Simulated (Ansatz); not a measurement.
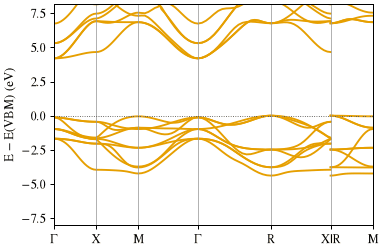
*Band structure from r²SCAN in the plane-wave PAW code Ansatz*

### Question
Read off the gap and where the band edges lie.

### Answer
About 4.2 eV (4.19 eV by a search for the band edges); maximum at R, minimum at Γ.

The material is BaHfO3 (cubic perovskite, space group No. 221).

Space group Pm-3m (cubic perovskite). The cell was relaxed with r²SCAN under the symmetry of its start; phonons on a q-mesh show no instability. No spin polarisation was allowed. Scalar-relativistic: spin–orbit coupling is off unless named, which matters more the heavier the elements.

Potentials: the later of the program's two PAW sets.
